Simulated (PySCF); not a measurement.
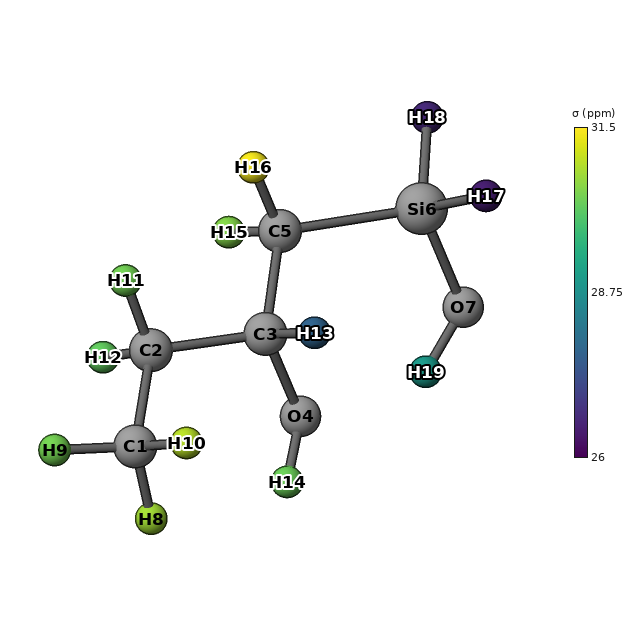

Atoms are coloured by their isotropic NMR shieldings (H only, the others grey). Computed geometry: GFN2-xTB optimisation. No frequency run is at hand to confirm it as a minimum. Method: GIAO PBE0/pcSseg-1 NMR shielding, non-relativistic, gas phase (PySCF 2.14.0).

List the isotropic NMR shieldings of the H atoms.

| atom | σ (ppm) |
| --- | --- |
| H8 | 30.73 |
| H9 | 30.35 |
| H10 | 30.90 |
| H11 | 30.33 |
| H12 | 30.18 |
| H13 | 27.76 |
| H14 | 30.26 |
| H15 | 30.47 |
| H16 | 31.41 |
| H17 | 26.48 |
| H18 | 26.66 |
| H19 | 28.98 |

The geometry is semi-empirical. Around Si such bond lengths and angles can be off by a tenth of an ångström or more and by several degrees, and values that hang on the shape move with them.
